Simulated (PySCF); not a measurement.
**C4H12AlN: electronic excitations**

Aim: predict the electronic excitations of C4H12AlN (`C[N@H+]([AlH3-])C1CC1`).

Computed with PySCF 2.14.0, with density-fitted response routines of our own, on a single molecule in the gas phase. Atoms count from 0, in the outputs and in this text.

### Step 1. Starting geometry

18 atoms, charge 0, multiplicity 1; geometry from: GFN2-xTB.

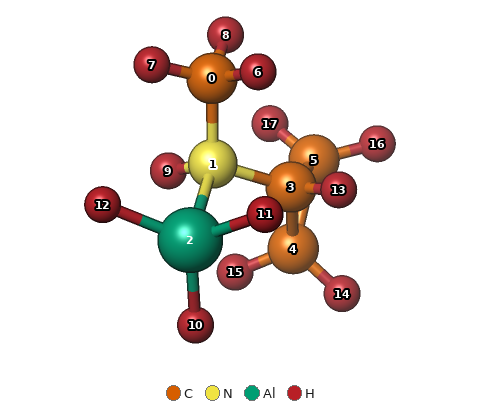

As it starts; carbon orange, nitrogen yellow, aluminium teal, hydrogen red, atoms numbered; sticks join atoms by distance.

### Step 2. Ultraviolet spectrum: wB97X-D/def2-SVPD

The job: settings as JSON, then the geometry in Å.

```
{"job": {"kind": "uv", "xc": "wB97X-D", "basis": "def2-SVPD", "nstates": 8, "ntriplets": 3}, "charge": 0, "multiplicity": 1}
C      1.317091    -0.989115     0.797062
N      0.589142    -0.167025    -0.164918
Al     1.537233     1.634216    -0.362331
C     -0.769494     0.090599     0.250724
C     -1.834799     0.240392    -0.785504
C     -1.823988    -0.966831     0.107755
H      1.371279    -0.446692     1.740731
H      2.333631    -1.139548     0.436325
H      0.834511    -1.956058     0.962532
H      0.564458    -0.654818    -1.059893
H      0.570180     2.303591    -1.401106
H      1.451126     2.115096     1.134555
H      2.910380     1.061860    -0.874447
H     -0.796150     0.742360     1.116121
H     -2.592884     0.991974    -0.635782
H     -1.551450     0.113854    -1.819614
H     -2.579539    -1.053244     0.872901
H     -1.539488    -1.914294    -0.326770
```

With the program's defaults for keys left out, this is: TDDFT wB97X-D/def2-SVPD, vertical, gas phase, core orbitals frozen in the response.

Command:

```sh
> OMP_NUM_THREADS=1 python probes_run.py task.json out
```

One launch serves the whole session: the jobs run in the order shown.

Output:

```text
coarse grid: 14472 points
cycle   1  E = -456.4068265921  dE =  7.266e-01  |g| = 2.808e-01  |ddm| = 5.914e+00
cycle   2  E = -456.4312779308  dE = -2.445e-02  |g| = 1.261e-01  |ddm| = 1.145e+00
cycle   3  E = -456.4346269802  dE = -3.349e-03  |g| = 5.214e-02  |ddm| = 3.467e-01
cycle   4  E = -456.4352811424  dE = -6.542e-04  |g| = 1.363e-02  |ddm| = 1.157e-01
cycle   5  E = -456.4353247695  dE = -4.363e-05  |g| = 3.609e-03  |ddm| = 3.205e-02
cycle   6  E = -456.4353278055  dE = -3.036e-06  |g| = 1.041e-03  |ddm| = 8.581e-03
final grid: 132184 points
cycle   7  E = -456.5003653047  dE = -1.453e-04  |g| = 5.617e-03  |ddm| = 2.559e-01
cycle   8  E = -456.5003694123  dE = -4.108e-06  |g| = 4.481e-03  |ddm| = 3.079e-02
cycle   9  E = -456.5003735378  dE = -4.126e-06  |g| = 7.980e-04  |ddm| = 7.917e-03
cycle  10  E = -456.5003736915  dE = -1.537e-07  |g| = 2.872e-04  |ddm| = 3.986e-03
cycle  11  E = -456.5003737140  dE = -2.258e-08  |g| = 6.595e-05  |ddm| = 7.822e-04
cycle  12  E = -456.5003737155  dE = -1.445e-09  |g| = 1.382e-05  |ddm| = 1.927e-04
cycle  13  E = -456.5003737156  dE = -1.216e-10  |g| = 4.256e-06  |ddm| = 7.943e-05
converged SCF energy = -456.5003737156

Static polarisability (au): isotropic 85.618, principal 76.211 86.540 94.103

Singlet excitations
state   eV       nm        f      main configurations
  1   6.7984    182.4   0.01188   H->L 0.37, H->L+1 0.36, H->L+2 0.17
  2   6.9433    178.6   0.01993   H-1->L+1 0.41, H-1->L 0.27, H-1->L+2 0.12
  3   7.4308    166.9   0.03837   H->L+1 0.42, H->L 0.40
  4   7.5147    165.0   0.10032   H-1->L 0.49, H-1->L+1 0.32
  5   7.7482    160.0   0.03233   H->L+3 0.14, H->L+5 0.13, H-1->L+3 0.08
  6   7.7907    159.1   0.05630   H-2->L 0.50
  7   8.1192    152.7   0.00922   H-1->L+3 0.44, H-1->L+5 0.11, H-2->L 0.10
  8   8.2063    151.1   0.07343   H->L+3 0.41

Triplet excitations (Tamm-Dancoff, eV): 6.4835 6.5534 7.2181
```

Run time: 38 s. Hardware: 1 thread of Arm Neoverse V2, shared host; peak memory 0.95 GiB.

The orbitals next to the gap, with their largest atomic shares:

```csv
orbital,eV,atoms
HOMO−3,-11.18,"C4 37 %, C3 20 %, C5 19 %"
HOMO−2,-10.24,"N1 28 %, C5 15 %, C3 14 %"
HOMO−1,-9.28,"Al2 36 %, H11 32 %, H12 12 %"
HOMO,-9.22,"Al2 37 %, H10 27 %, H12 27 %"
LUMO,1.76,"Al2 28 %, H9 13 %, C0 10 %"
LUMO+1,2.18,"Al2 66 %, H12 6 %, H10 6 %"
LUMO+2,2.50,"Al2 18 %, C5 16 %, H17 13 %"
```

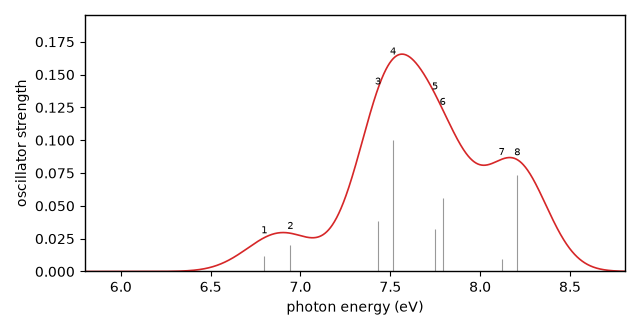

Absorption spectrum from the 8 singlet states computed; above the last one it falls off for lack of states. Lines are broadened to a width of 0.40 eV (Gaussian).

Ground-state properties from the same run:

```csv
property,computed
dipole moment (D),5.20
polarisability (Å³),12.69
HOMO–LUMO gap (eV),10.98
−ε(HOMO) (eV),9.22
```

### Step 3. Outcome

| quantity | value |
| --- | --- |
| lowest singlet (wB97X-D/def2-SVPD) | 6.80 eV (182 nm), f = 0.012 |
| brightest single state of those computed | state 4, 7.51 eV, f = 0.100 |
| lowest triplet | 6.48 eV |

The lowest singlet, at 6.80 eV, is HOMO→LUMO 0.37, HOMO→LUMO+1 0.36 and is weak; of the 8 states computed, the strongest absorption comes from state 4 at 7.51 eV (the last state computed is bright too, and its partners may lie past the list). The lowest triplet lies 0.31 eV below the lowest singlet (triplets in Tamm-Dancoff, singlets in full TDDFT).
